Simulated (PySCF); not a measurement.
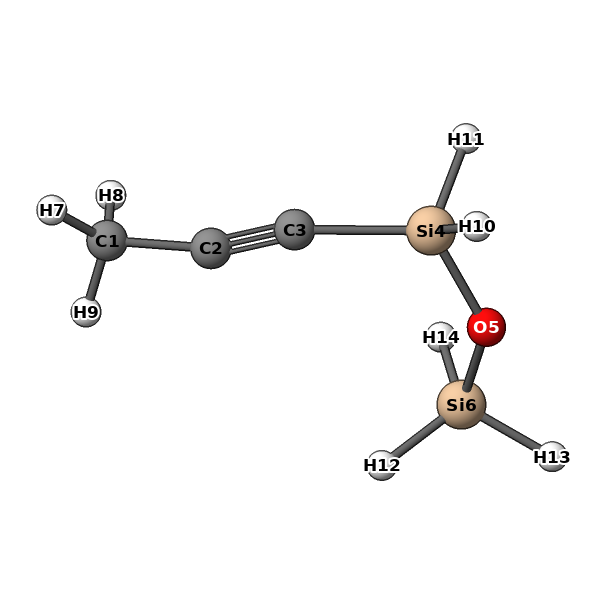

The questions are on isotropic NMR shieldings of the Si atoms. Geometry: a frame of a GFN2-xTB molecular-dynamics simulation, not a minimum. Level of theory: GIAO PBE0/pcSseg-1 NMR shielding, non-relativistic, gas phase (PySCF 2.14.0).

List the isotropic NMR shieldings of the Si atoms.

```csv
atom,σ (ppm)
Si4,402.1
Si6,384.3
```
